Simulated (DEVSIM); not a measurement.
System: abrupt Si n-p junction, at 300 K.

```
layer (left to right)  material  thickness (μm)  Nd (cm⁻³)  Na (cm⁻³)  τn (s)  τp (s)
---------------------  --------  --------------  ---------  ---------  ------  ------
1                            Si            86.0     3.8e18          -  5.4e-6  5.4e-6
2                            Si            11.0          -     3.4e16  5.4e-6  5.4e-6
```

Left contact: ohmic. Right contact: ohmic. Voltage is applied to the left contact. Recombination: SRH at mid-gap, Auger. Mobility is μmin + (μ − μmin)/(1 + (N/Nref)^α).

Constants are typed, rounded textbook-type inputs, not results; the design itself was drawn at random and stands for no fabricated device. Values at 300 K.

```
parameter           Si
-------------  -------
gap (eV)         1.124
affinity (eV)     4.05
permittivity      11.7
Nc (cm⁻³)      2.86e19
Nv (cm⁻³)       3.1e19
μn (cm²/Vs)       1417
μp (cm²/Vs)        470
μn,min              52
μp,min              45
Nref,n          9.7e16
Nref,p          2.2e17
αn                0.68
αp                0.72
Cn (cm⁶/s)     2.8e-31
Cp (cm⁶/s)     9.9e-32
```

Model (solved in DEVSIM): 1D drift-diffusion, Boltzmann statistics, complete ionisation; no tunnelling, impact ionisation, image-force lowering or self-heating.

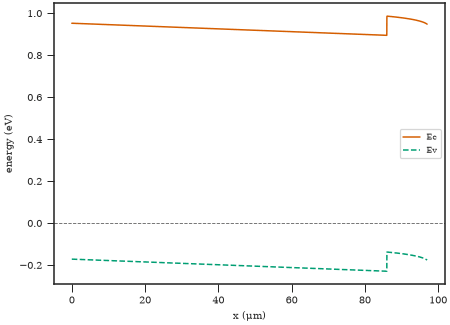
Figure: Band edges at -0.9 V on the left contact

Energies count from the Fermi level of the right contact; mesh points crowd at the junctions.

```
x (μm)   Ec (eV)  Ev (eV)  n (cm⁻³)  p (cm⁻³)  field (V/cm)
-------  -------  -------  --------  --------  ------------
0.000      0.952   -0.172    3.8e18     < 1e2           ≈ 0
0.05125    0.952   -0.172    3.8e18     1.9e9           ≈ 0
0.2024     0.952   -0.172    3.8e18     7.5e9           ≈ 0
0.6857     0.952   -0.172    3.8e18    2.5e10           ≈ 0
3.188      0.950   -0.174    3.8e18    1.2e11           ≈ 0
9.639      0.946   -0.178    3.8e18    4.1e11           ≈ 0
30.26      0.932   -0.192    3.8e18    5.3e12           ≈ 0
72.30      0.904   -0.220    3.8e18    8.1e14           ≈ 0
81.64      0.897   -0.227    3.8e18    2.5e15           ≈ 0
84.57      0.896   -0.228    3.8e18    3.6e15           ≈ 0
85.56      0.895   -0.229    3.8e18    4.0e15           ≈ 0
85.92      0.895   -0.229    3.8e18    4.2e15           ≈ 0
85.99      0.895   -0.229    3.8e18    4.3e15          1400
86.03      0.984   -0.140    1.2e17    1.3e17          2300
86.21      0.986   -0.138    1.1e17    1.4e17           -16
86.71      0.985   -0.139    1.0e17    1.4e17           -17
88.17      0.982   -0.142    9.1e16    1.3e17           -19
92.52      0.972   -0.152    5.1e16    8.5e16           -31
96.02      0.957   -0.168    1.3e16    4.7e16           -68
96.69      0.951   -0.173    4.6e15    3.9e16           -96
96.92      0.949   -0.175    1.3e15    3.5e16          -110
97.00      0.948   -0.176      3400    3.4e16          -120
```
